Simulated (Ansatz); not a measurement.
The figure comes from a scan of Ru (hcp, Mg type): one Ru atom of a 2-atom cell moves by s along Cartesian z, with its periodic images. These are PBE (plane waves to 420 eV, PAW, scalar-relativistic; Ansatz, a first-principles code) values and carry that method's errors. k mesh 16×16×9 (Γ-centred), Fermi-Dirac smearing 0.05 eV. The energy includes the smearing's −TS. With partly filled bands, energies and forces of such displacements shift with the k mesh and the smearing. Ru is run without spin polarisation. Ru was relaxed with its symmetry unable to fall. The PAW data are Ansatz's earlier set. The zero of ΔE is the undisplaced structure.

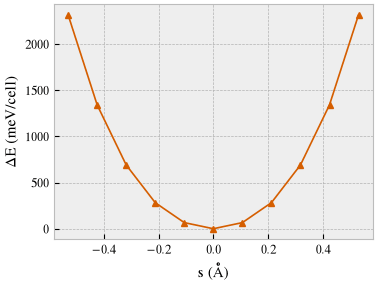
Figure. ΔE (meV/cell) against s (Å); markers are the computed points, lines only join them.

### Question
Read the plotted values off the figure, to the accuracy that the plot allows.

### Answer
To the nearest 50:

```csv
s (Å),ΔE (meV/cell)
-0.530,2300
-0.424,1350
-0.318,700
-0.212,300
-0.106,50
0.000,0
0.106,50
0.212,300
0.318,700
0.424,1350
0.530,2300
```

(A displaced cell: forces are minus the slopes of the energy, force constants its curvatures, and phonons follow from these.)
